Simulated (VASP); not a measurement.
Band structure of PbS (space group Fm-3m). Computed with r2SCAN meta-GGA, VASP's PBE PAW potentials (set 64) (plane waves; VASP).

Unless said otherwise, spin-orbit coupling is left out, though it shifts the bands of the heavy elements here.

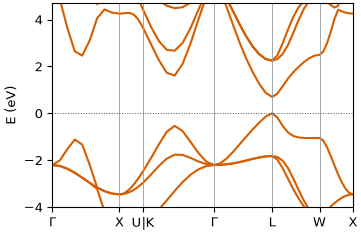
*Bands along high-symmetry lines, zero at the valence-band maximum or, without a gap, the Fermi level*

### Question
Read the plot: is there a gap, and where are the band edges?

### Answer
The gap is direct, 0.70 eV, from the valence maximum at L to the conduction minimum at L.

The structure comes from a measured PbS entry (Fm-3m) of the Crystallography Open Database, whose conditions weren't checked. It was relaxed first.
